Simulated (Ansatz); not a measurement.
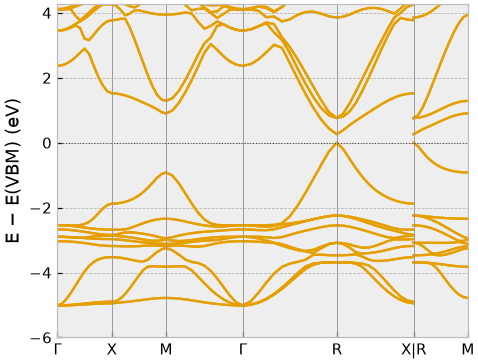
Figure. Band structure from the program Ansatz at the PBE with spin–orbit coupling level (PAW)

Q: Read off the gap and where the band edges lie.

A: About 0.3 eV (0.26 eV by a search for the band edges); maximum at R, minimum at R.

The material is CsSnBr3 (cubic perovskite, space group No. 221).

Space group Pm-3m (cubic perovskite). The cell was relaxed with PBE under the symmetry of its start; of distortions, only those at the zone centre were tested.

Potentials: the later of the program's two PAW sets.
